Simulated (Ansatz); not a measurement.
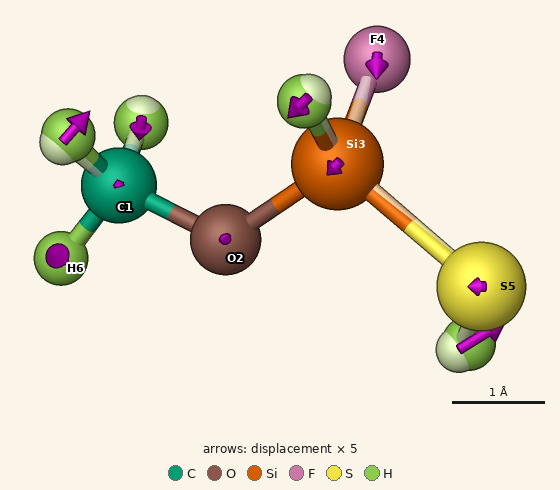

A relaxation of CH5FOSSi. The starting structure is drawn faded, the final one solid; purple arrows show the displacements, 5 times their true length. The two geometries are superimposed by the best rigid fit.

A ball-and-stick model, seen at a tilt.

The start comes from PBE-D4/def2-SVP.

All numbers below come from Ansatz, RKS PBE0-D4/def2-TZVP.

The input:
```yaml
crystal:
  periodic: [false, false, false]
  atoms:
    - {symbol: C, position_ang: [-0.461232, -1.546896, 0.281544]}
    - {symbol: O, position_ang: [0.453663, -0.462263, 0.180848]}
    - {symbol: Si, position_ang: [-0.011121, 1.129189, 0.042116]}
    - {symbol: F, position_ang: [-1.123162, 1.210227, -1.160642]}
    - {symbol: S, position_ang: [1.751193, 2.249964, -0.379458]}
    - {symbol: H, position_ang: [0.117097, -2.492578, 0.254603]}
    - {symbol: H, position_ang: [-1.030862, -1.518312, 1.238440]}
    - {symbol: H, position_ang: [-1.188845, -1.555166, -0.559346]}
    - {symbol: H, position_ang: [-0.671416, 1.690977, 1.260692]}
    - {symbol: H, position_ang: [2.247786, 1.243659, -1.155897]}
basis:
  gaussian: {orbitals: def2-TZVP}
hamiltonian: {xc: pbe0, dispersion: d4}
relax: {f_tol: 0.005, max_steps: 150}
```

Q: Which element moves most?

A: Hydrogen: up to 0.13 Å, against 0.07 Å for fluorine.

Q: What happened in the run?

A: H10 moves most after the best rigid fit: 0.13 Å. By element the largest moves are H 0.13 Å, F 0.07 Å, Si 0.05 Å, S 0.04 Å, O 0.02 Å, C 0.02 Å. Some distances before and after: Si3–F4 1.640 → 1.597 Å, O2–Si3 1.664 → 1.623 Å, Si3–S5 2.131 → 2.109 Å, S5–H10 1.365 → 1.345 Å. Over 13 accepted moves (14 points after the start) the energy falls by 2.09 kcal/mol. Largest force component: 0.99 eV/Å at the start, 0.003 eV/Å at the end. The line search rejected the trial step at point 11 of the run.
